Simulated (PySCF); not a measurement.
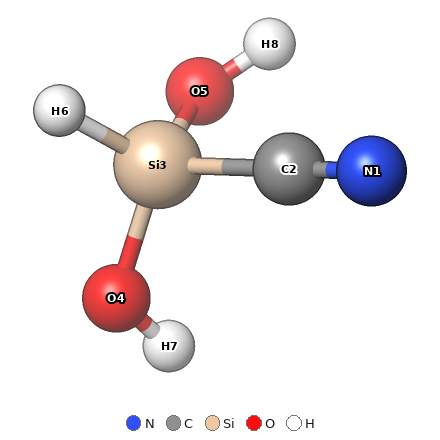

CH₃NO₂Si, SMILES N#C[SiH](O)O. Vertical core-electron binding energies by ΔSCF (SCAN, pcX-2 on the ionised atom, pcseg-1 elsewhere, spin-free X2C; PySCF 2.14.0, at a PBE0-D3(BJ)/def2-SVP geometry (no frequency check)), gas phase, against the vacuum level. One atom of each kind was ionised; within a panel, areas follow the number of like atoms and 2j + 1 (2p levels are split by first-order spin-orbit coupling, an approximation), Gaussians of 1.0 eV full width. Only the regions named are shown. Lines closer than the width merge in the curve.

Predict the Si 2p photoelectron lines.

Answer.
| level | atoms | binding energy (eV) |
| --- | --- | --- |
| Si 2p1/2 | Si3 | 109.7 |
| Si 2p3/2 | Si3 | 109.1 |

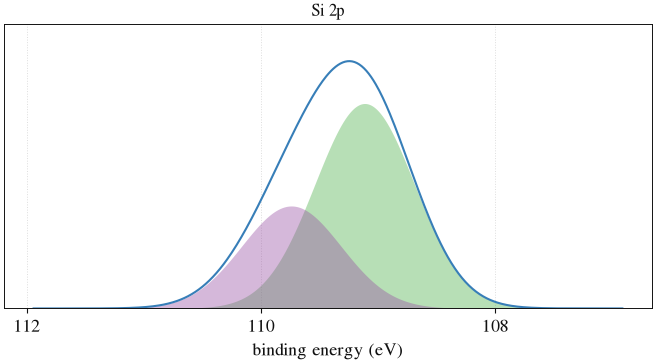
